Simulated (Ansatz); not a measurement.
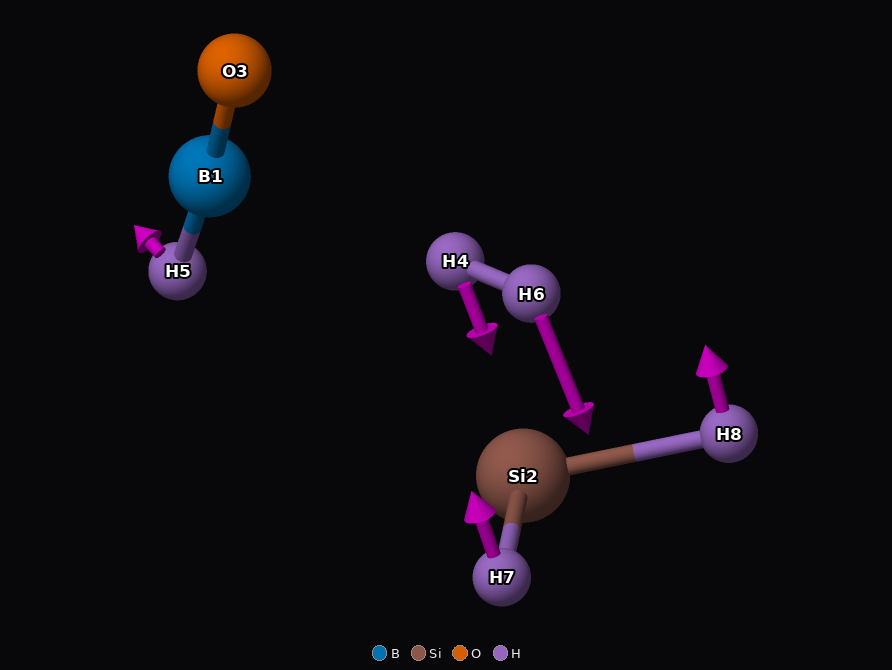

The arrows show one normal mode. Harmonic vibrations computed with RKS PBE0-D4/def2-TZVP (Ansatz 0.2.0) at a stationary point of the same level.

Q: Estimate its harmonic wavenumber.

A: 806 cm⁻¹; it is mode 10 of 18 counted from the lowest.
